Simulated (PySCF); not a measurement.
# H$_{4}$Si, SMILES `[SiH4]`: electronic structure

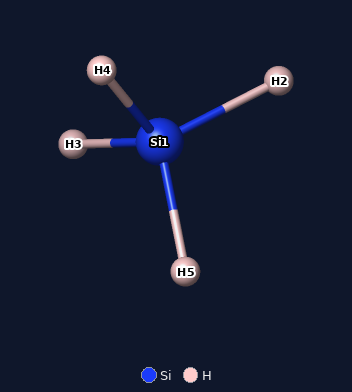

The molecule, with its atoms numbered as below. No frequency check shows the geometry to be a minimum.

Cartesian coordinates (Å):

```
Si1      0.0000    0.0000    0.0001
H2      -1.1052    0.4491    0.8429
H3       1.1052   -0.4491    0.8429
H4       0.4492    1.1048   -0.8433
H5      -0.4492   -1.1048   -0.8433
```

Part 1: Bonding charge

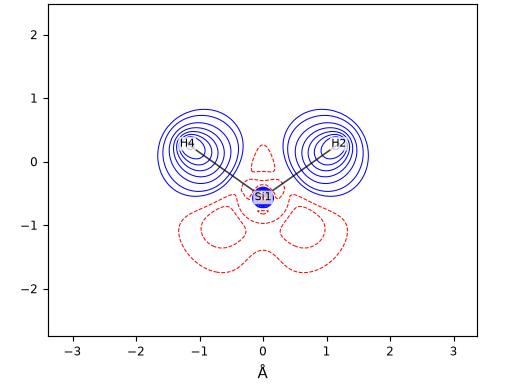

Deformation density (molecule less spherical, spin-averaged free atoms) in the plane of Si1, H2 and H4; contours at ±0.05 to ±0.8 e/Å³; solid blue lines: gain, dashed red lines: loss.

Method: B3LYP/def2-SVPD; geometry: GFN2-xTB; program: PySCF.

> Describe the bonding that the map shows.

Si1–H2 and Si1–H4: +0.17 e/Å³ at the bond critical point (bond length 1.46 Å). In all, 1.1 electrons gather in the regions of gain relative to the promolecule.

Part 2: Local ionisation energy

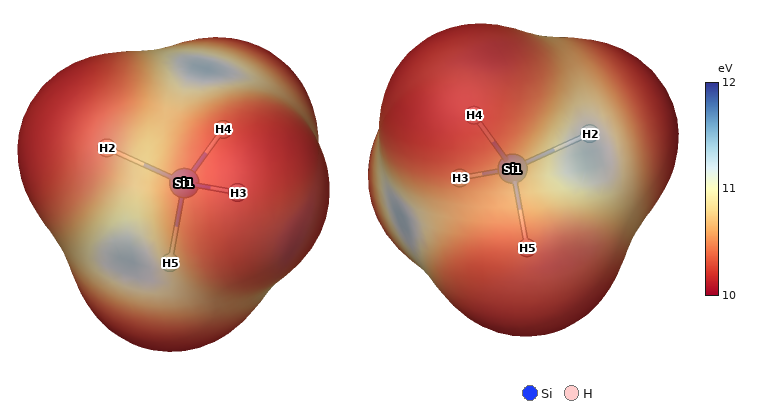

Average local ionisation energy on the surface of electron density 0.001 a.u. (back view left, front view right).

> Locate the minima of the map.

The lowest value is 10.1 eV, 1.5 Å from H5, and at like points elsewhere. For comparison, the highest occupied orbital lies at −9.7 eV.

> What volume does the surface enclose, and what is the dipole moment?

About 62 Å³; the dipole moment is 0.0 D.

Part 3: In an electric field

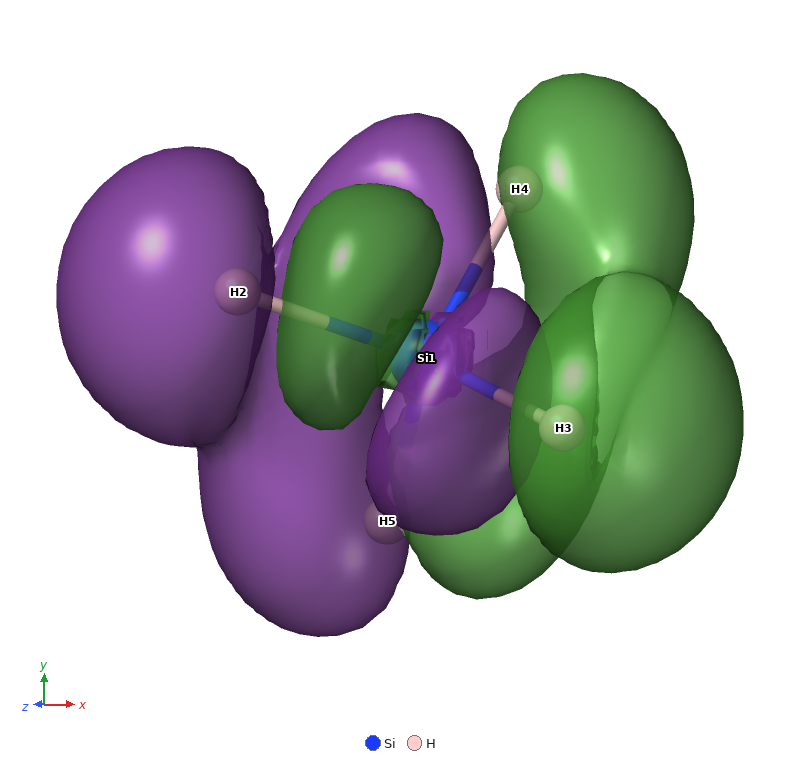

Change of the electron density in a uniform field of 0.21 V/Å, surfaces at ±0.001 e/Å³ (purple: gain, green: loss).

PySCF calculation, B3LYP/def2-SVPD, gas phase; geometry: GFN2-xTB.

> Along which Cartesian direction does the field point?

Along +x: electrons gather on the −x side, against the field.

> What dipole is induced, and what polarisability does it imply?

The induced dipole is 0.31 D (along the field); α along this axis, from the fields in both directions, is 31 bohr³ (4.6 Å³).

> Which atoms gain and lose the most charge?

Electrons gather most on H2 (Hirshfeld charge changes by −0.009 e) and leave H3 most (+0.009 e); 0.031 electrons are displaced in all.

The PySCF runs shown took 3.8 s and 6.2 s on 1 thread of Intel(R) Xeon(R) Platinum 8259CL CPU @ 2.50GHz (Skylake/Cascade Lake), on a shared host.
